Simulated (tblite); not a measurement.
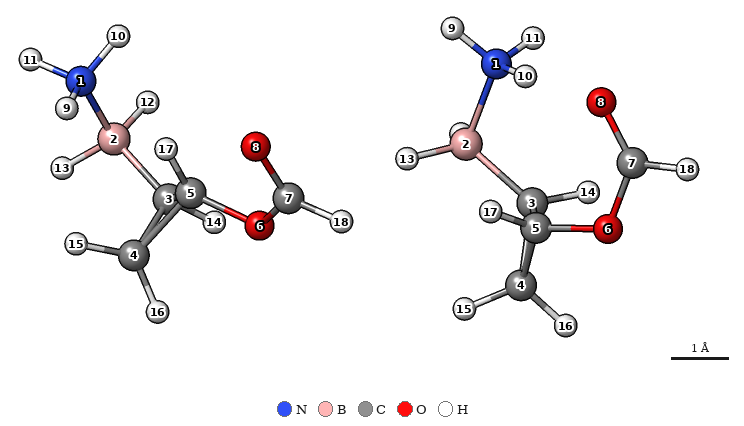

Two geometries of C₄H₁₀BNO₂, drawn at one scale. One is the start of a relaxation, the other its converged end. A ball-and-stick model, seen from a free direction.

Method: tblite, GFN2-xTB geometry optimisation, gas phase. 

**Which geometry has the lower energy?**

The right one is the relaxed one. Over 223 geometry steps the energy falls by 115.7 kJ/mol. H11 moves most after the best rigid fit: 2.33 Å. By element the largest moves are H 2.33 Å, O 1.53 Å, C 0.90 Å, N 0.83 Å, B 0.57 Å. Some distances before and after: N1–B2 1.517 → 1.646 Å, O6–C7 1.399 → 1.303 Å, C4–C5 1.549 → 1.490 Å, C7–O8 1.265 → 1.208 Å. Among the angles between lasting bonds that change: N1–B2–C3 114.5° → 102.4°, H15–C4–H16 123.6° → 114.2°, O6–C7–H18 118.9° → 110.2°. Groups turn about N1–B2 by about 120°, B2–C3 by about 80°, C5–O6 by about 75°.
